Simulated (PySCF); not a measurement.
Vertical excitations of a molecule C2H8FNOSi from TDDFT-PBE0/def2-SVPD run with PySCF, as energy in eV (oscillator strength): 6.86 (0.037), 7.59 (0.014), 7.63 (0.034), 8.09 (0.033), 8.17 (0.006), 8.42 (0.002), 8.66 (0.019), 8.79 (0.016), 8.90 (0.014), 9.05 (0.001). Lowest triplet (TDA): 6.51 eV. Geometry: B3LYP-D3(BJ)/def2-SVP. One conformer was computed; it need not be the lowest.

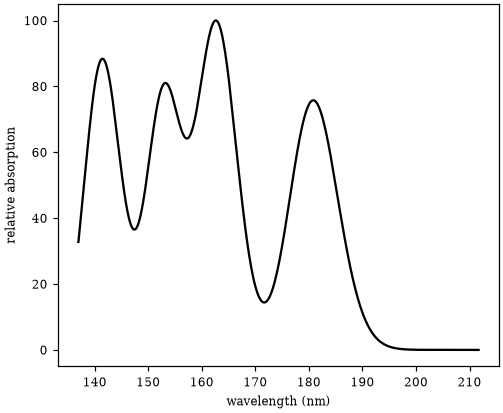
Fig. 1. The lines broadened by 0.4 eV.

Question: Which molecule gave these data?
(A) C[Si@@](N)(O)CF
(B) CO[Si@](C)(N)F
(C) C[C@@H](F)[Si@@H](N)O
(D) CC[Si@](N)(O)F

Answer: D, CC[Si@](N)(O)F
